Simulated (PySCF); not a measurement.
# CISD/STO-3G run of SiH2Cl2 (SiCl2H2)

Aim: the vertical ionisation energy of SiH2Cl2 (SiCl2H2) at CISD/STO-3G, from 2 runs. Input form: a Python script.

The calculation is run with PySCF 2.14.0.

5 further runs of the same task are left out: 5 set aside as unsound or not needed.

## (1) The system as given

SiH2Cl2 has 5 atoms, charge 0, and is taken as a singlet. SMILES: `[H][Si]([H])(Cl)Cl`. Geometry: relaxed at GFN2-xTB.

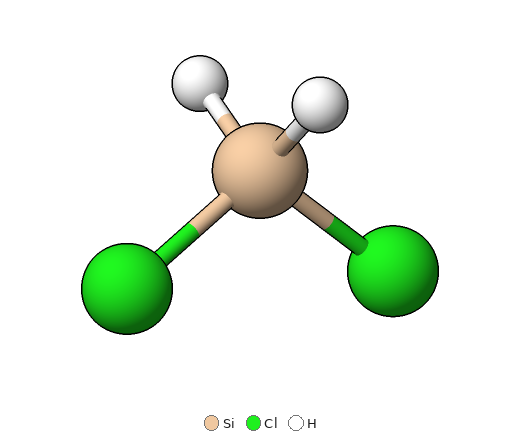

The structure, seen from a chosen angle (silicon light orange, chlorine green, hydrogen white).

## (2) A single-point energy at CISD/STO-3G

File job.py:

```python
from pyscf import gto, scf, ci

molecule = gto.M(
    atom=[
    ('Si', (-0.114410, 0.000100, -0.080100)),
    ('Cl', (-0.106910, -0.020950, 1.929170)),
    ('Cl', (1.776060, 0.014740, -0.761640)),
    ('H', (-0.781060, 1.211900, -0.531030)),
    ('H', (-0.773670, -1.205780, -0.556400)),
],
    verbose=3,
    max_memory=1860,
    basis='sto-3g',
    spin=0,
)

myscf = scf.RHF(molecule)
myscf.conv_tol = 1e-10
myscf.kernel()
if not myscf.converged:
    myscf = myscf.newton().run(myscf.mo_coeff, myscf.mo_occ)

cisd = ci.CISD(myscf, frozen=15)
cisd.kernel()
etot = cisd.e_tot
print('Final energy', etot)
```

Command:

```
$ OMP_NUM_THREADS=1 python job.py
```

Output:

```text
converged SCF energy = -1196.02648591279
E(RCISD) = -1196.085760208464  E_corr = -0.0592742956707026
Final energy -1196.0857602084639
```

Wall time 0.78 s (1 thread of Arm Neoverse V1, shared host); peak memory 0.1 GiB.

## (3) The doublet cation at the same level

File job.py:

```python
from pyscf import gto, scf, ci

molecule = gto.M(
    atom='''
Si    -0.216204     0.000189    -0.151367
Cl    -0.202031    -0.039590     3.645603
Cl     3.356267     0.027855    -1.439291
H     -1.475989     2.290159    -1.003501
H     -1.462024    -2.278594    -1.051444
''',
    basis='sto-3g',
    spin=1,
    charge=1,
    verbose=3,
    max_memory=1860,
    unit='bohr',
)

hf = scf.UHF(molecule)
hf.conv_tol = 1e-10
hf.kernel()
if not hf.converged:
    hf = hf.newton().run(hf.mo_coeff, hf.mo_occ)

cisd = ci.CISD(hf, frozen=15)
cisd.kernel()
etot = cisd.e_tot
print(f'total energy: {etot:.8f} hartree')
```

Command:

```
$ OMP_NUM_THREADS=1 python job.py
```

Output:

```text
converged SCF energy = -1195.63756745248  <S^2> = 0.76203573  2S+1 = 2.0119997
E(UCISD) = -1195.722681868005  E_corr = -0.08511441552927697
total energy: -1195.72268187 hartree
```

Wall time 0.89 s (1 thread of Arm Neoverse V1, shared host); peak memory 0.1 GiB.

## (4) Summary of results

At CISD/STO-3G, 15 core orbitals frozen:

| quantity | value |
| --- | --- |
| singlet SiH2Cl2: total energy | -1196.08576 Eh |
| singlet SiH2Cl2: dipole moment (Hartree–Fock density) | 2.89 D |
| singlet SiH2Cl2: HOMO energy (Hartree–Fock orbitals) | -10.75 eV |
| singlet SiH2Cl2: LUMO energy (Hartree–Fock orbitals) | 8.53 eV |
| singlet SiH2Cl2: HOMO–LUMO gap (Hartree–Fock orbitals) | 19.27 eV |
| singlet SiH2Cl2: correlation energy (15 core orbitals frozen) | -59.3 mEh |
| doublet cation: total energy | -1195.72268 Eh |
| doublet cation: HOMO energy (Hartree–Fock orbitals) (highest over α and β) | -15.43 eV |
| doublet cation: LUMO energy (Hartree–Fock orbitals) (lowest over α and β) | -10.41 eV |
| doublet cation: correlation energy (15 core orbitals frozen) | -85.1 mEh |
| doublet cation: ⟨S²⟩ of the reference determinant | 0.762 |
| vertical ionisation energy (to the doublet cation) | 9.880 eV |

Removing an electron at fixed nuclei costs 9.88 eV (953 kJ/mol). In a minimal basis such a difference can be off by several eV, whatever the method. Mulliken charges (doublet cation) of the mean-field density run from -0.01 on Cl2 to +0.92 on Si1.
